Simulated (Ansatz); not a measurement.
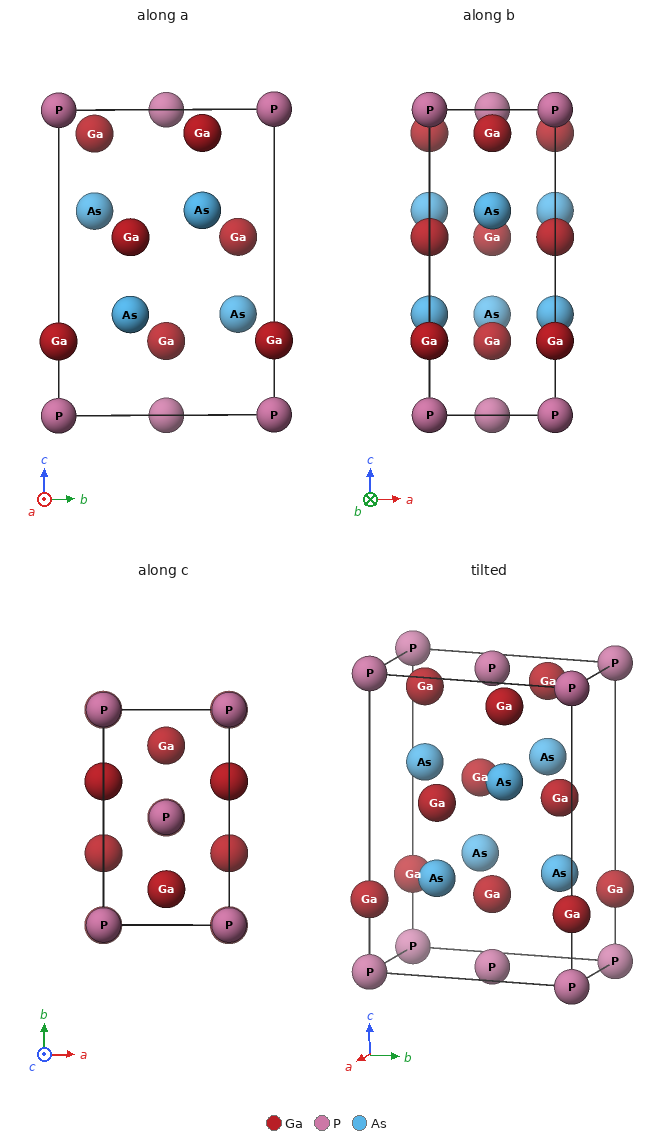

Spheres-only representation of a periodic structure, projected along the a axis, along the b axis, along the c axis and slightly off an axis. The frame is the unit cell; atoms at its boundary are shown with their periodic copies.

Lattice parameters: a = 4.0260 Å, b = 6.9046 Å, c = 9.7914 Å, α = 89.705°, β = 89.993°, γ = 90.006°.

Question: Set out the cell and atoms as a CIF in P1 with every atom of the cell, with free fractional coordinates to two decimals.

Answer:
```cif
data_structure
_symmetry_space_group_name_H-M 'P 1'
_symmetry_Int_Tables_number 1
_cell_length_a 4.0260
_cell_length_b 6.9046
_cell_length_c 9.7914
_cell_angle_alpha 89.705
_cell_angle_beta 89.993
_cell_angle_gamma 90.006
_cell_volume 272.18
loop_
_atom_site_label
_atom_site_type_symbol
_atom_site_fract_x
_atom_site_fract_y
_atom_site_fract_z
_atom_site_occupancy
Ga1 Ga 0.50 0.17 0.92 1
Ga2 Ga 0.00 0.67 0.92 1
Ga3 Ga 0.00 0.00 0.24 1
Ga4 Ga 0.50 0.50 0.24 1
Ga5 Ga 0.50 0.83 0.58 1
Ga6 Ga 0.00 0.33 0.58 1
P1 P 0.00 0.00 0.00 1
P2 P 0.50 0.50 0.00 1
As1 As 0.50 0.83 0.33 1
As2 As 0.00 0.33 0.33 1
As3 As 0.50 0.17 0.67 1
As4 As 0.00 0.67 0.67 1
```

The cell started as a structure type filled with these elements by a generator (whether the compound takes this form wasn't checked). It is drawn as it came out of a relaxation with Ansatz 0.2.0, DFT PBE, scalar-relativistic, plane waves, PAW.
